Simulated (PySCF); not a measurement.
C7H8N (doublet)

```yaml
atoms:
  - { symbol: C, position_ang: [-2.3572, -0.8675, 0.6762] }
  - { symbol: C, position_ang: [-1.1897, -0.2297, 0.3109] }
  - { symbol: C, position_ang: [-1.1725, 1.1635, 0.0186] }
  - { symbol: C, position_ang: [-0.0046, 1.7838, -0.3453] }
  - { symbol: C, position_ang: [1.1846, 1.0718, -0.4372] }
  - { symbol: C, position_ang: [1.2085, -0.3026, -0.1562] }
  - { symbol: N, position_ang: [2.4091, -0.9889, -0.1773] }
  - { symbol: C, position_ang: [0.0359, -0.9371, 0.2076] }
  - { symbol: H, position_ang: [-2.3744, -1.9199, 0.8952] }
  - { symbol: H, position_ang: [-3.2837, -0.3288, 0.7561] }
  - { symbol: H, position_ang: [-2.0947, 1.7201, 0.0877] }
  - { symbol: H, position_ang: [-0.0015, 2.8414, -0.5679] }
  - { symbol: H, position_ang: [2.0988, 1.5703, -0.7242] }
  - { symbol: H, position_ang: [2.3448, -1.9916, -0.2497] }
  - { symbol: H, position_ang: [3.1451, -0.5796, -0.7301] }
  - { symbol: H, position_ang: [0.0437, -1.9962, 0.4241] }
```

Geometry: GFN2-xTB.

These are results of UKS B3LYP, pcH-1 on C H N, non-relativistic, mean-field spin-orbit, GIAO (PySCF), not measurements.

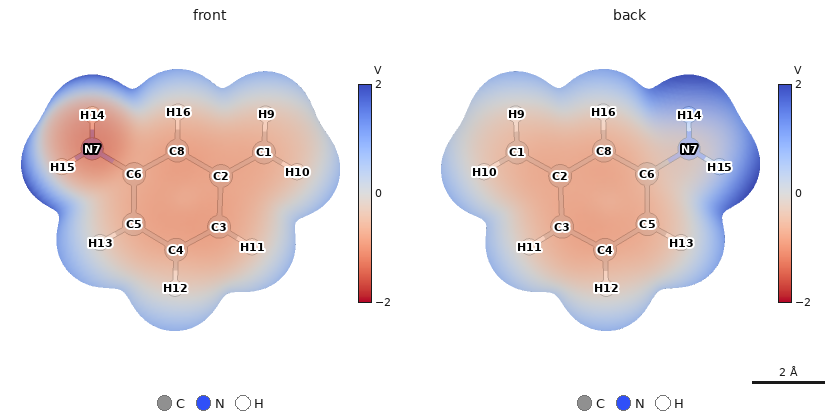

Figure 1. The molecular electrostatic potential painted on the density surface at 0.002 e/bohr³, seen from the front and from behind; the colour scale runs from red (negative) to blue (positive).

### Where is the surface potential most negative and most positive?

The most negative region (about −1.3 V) lies over N7, the most positive (about +1.9 V) over H14 and H15. N7 is the likeliest acceptor of a hydrogen bond.

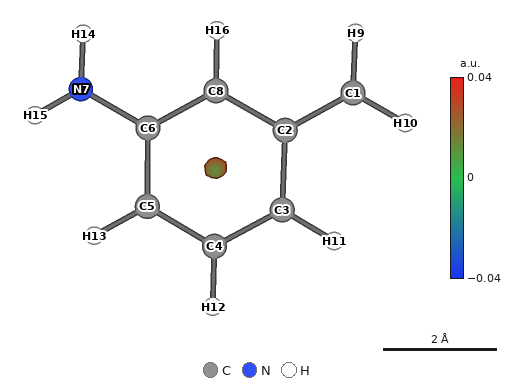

Figure 2. Non-covalent interaction (NCI) plot: the surface where the reduced density gradient is 0.6, for densities under 0.05 a.u., coloured by sign(λ₂)ρ; seen across its widest extent.

### Identify the weak interactions.

Inside the ring or cage of C2, C3, C4, C5, C6 and C8: steric crowding (red).
